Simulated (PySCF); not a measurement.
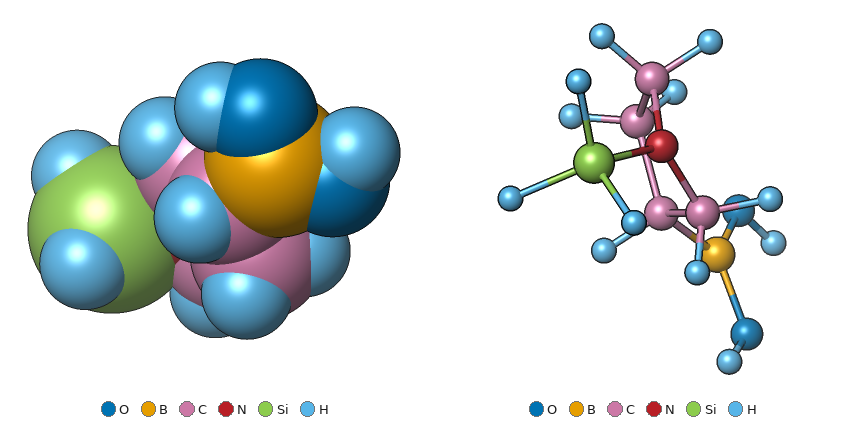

Two views of one molecule.

Computed geometry: PBE0-D3(BJ)/def2-SVP optimisation. No frequency run is at hand to confirm it as a minimum.

Question: Count the atoms of each element.

Answer: C4H12BNO2Si, 21 atoms: 4 carbon, 12 hydrogen, 1 boron, 1 nitrogen, 2 oxygen and 1 silicon.

Question: What is its SMILES?

Answer: OB(O)[C@@H]1CCN([SiH3])C1

Question: Describe its rings.

Answer: Independent rings (smallest set): 1 of 5 members.

More results for the same structure follow; atom numbers are the same in all pictures, views and colours differ.

## Shape

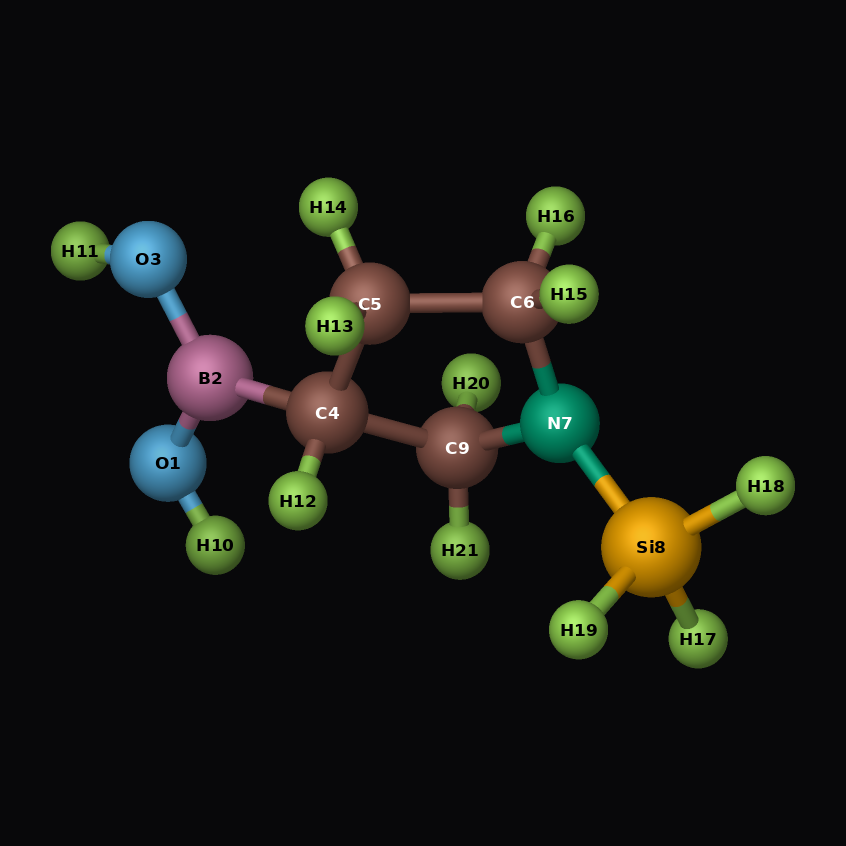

The atoms are numbered. No frequency run is at hand to confirm it as a minimum.

Which atoms are bonded, and how long are the bonds? Leave out bonds to hydrogen.

```csv
bond,length (Å),order
O1–B2,1.369,single
B2–O3,1.358,single
B2–C4,1.580,single
C4–C5,1.544,single
C4–C9,1.547,single
C5–C6,1.545,single
C6–N7,1.454,single
N7–Si8,1.732,single
N7–C9,1.447,single
```

## Polarisability

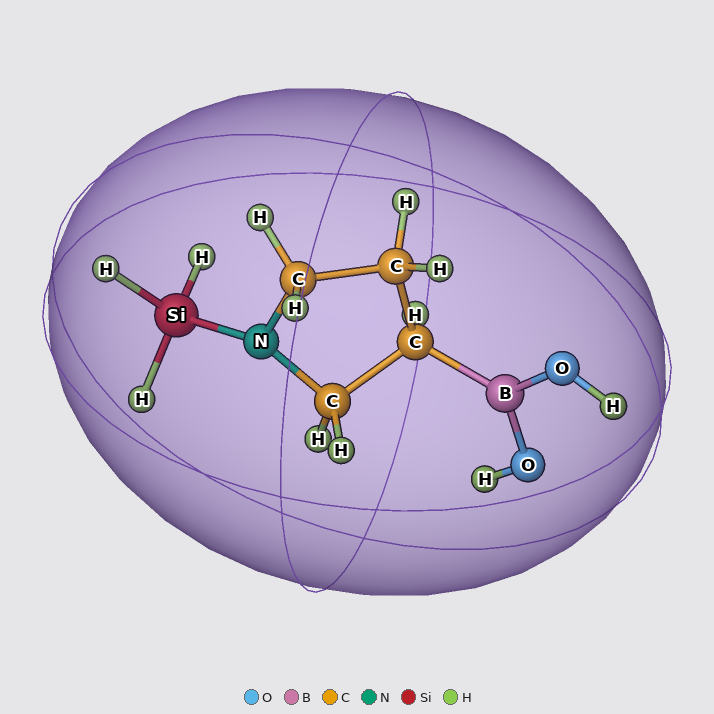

The ellipsoid shows the static dipole polarisability: its half-axes are proportional to the principal values. No frequency run is at hand to confirm it as a minimum. Level of theory: ωB97X-D/def2-SVPD (PySCF 2.14.0).

Question: Give the principal values, the mean and the anisotropy.

Answer: Principal values 84.6, 99.1, 116.9 bohr³; mean 100.2 bohr³ (14.84 Å³); anisotropy 28.0 bohr³, so the longest axis is 1.38 times the shortest.

## NMR shielding

The questions are on isotropic NMR shieldings of the C atoms. No frequency run is at hand to confirm it as a minimum. Properties computed with GIAO HF/pcSseg-1 NMR shielding, non-relativistic, gas phase (PySCF 2.14.0).

Give the isotropic NMR shieldings of the C atoms atom by atom.

| atom | σ (ppm) |
| --- | --- |
| C4 | 168.1 |
| C5 | 165.6 |
| C6 | 146.2 |
| C9 | 144.4 |

## Excitation

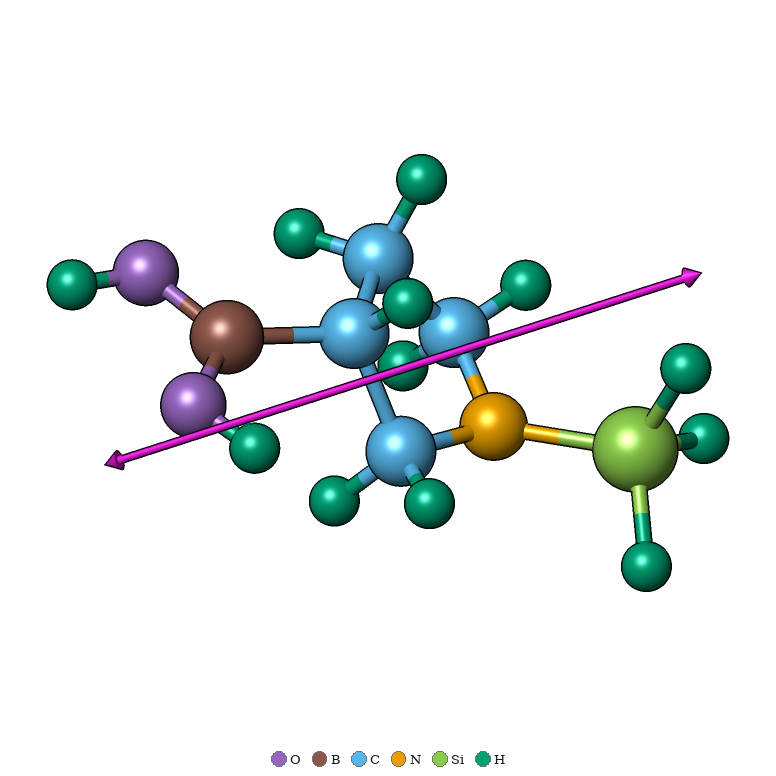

The double arrow shows the direction of the transition dipole to excited singlet state 3 (its length means nothing). No frequency run is at hand to confirm it as a minimum. Level of theory: TDDFT ωB97X-D/def2-SVPD, vertical, gas phase, core orbitals frozen in the response (PySCF 2.14.0).

Question: Give its energy, strength and character.

Answer: 6.71 eV (185 nm), oscillator strength 0.048, mainly HOMO → LUMO+3 (weight 0.57); transition dipole 1.38 D.
